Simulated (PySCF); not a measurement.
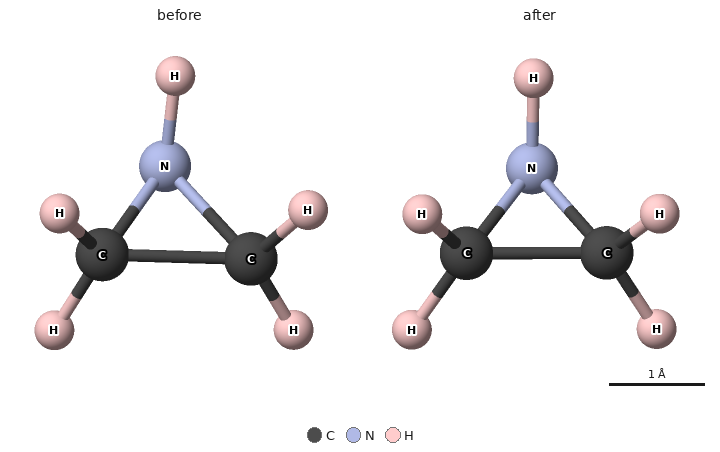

The structure of C2H5N before (left) and after (right) a relaxation, at one scale.

A ball-and-stick model, seen face on.

The start comes from MMFF94s. Its atoms were then displaced at random by about 0.03 Å.

Method: PBE0-D3(BJ)/def2-SVP geometry optimisation, gas phase in PySCF 2.14.0, density-fitted response routines. 

**Describe what moved and what it gained.**

Over 7 geometry steps the energy falls by 0.463 eV. An H atom moves most after the best rigid fit: 0.099 Å. By element the largest moves are H 0.099 Å, C 0.096 Å, N 0.076 Å. Among the contacts that change: C–N 1.600 → 1.452 Å, C–C 1.565 → 1.479 Å, C–H 1.046 → 1.095 Å, C–H 1.065 → 1.097 Å. Among the angles between lasting bonds that change: N–C–H 114.3° → 119.3°, H–C–H 119.1° → 114.1°, C–C–N 54.9° → 59.4°.
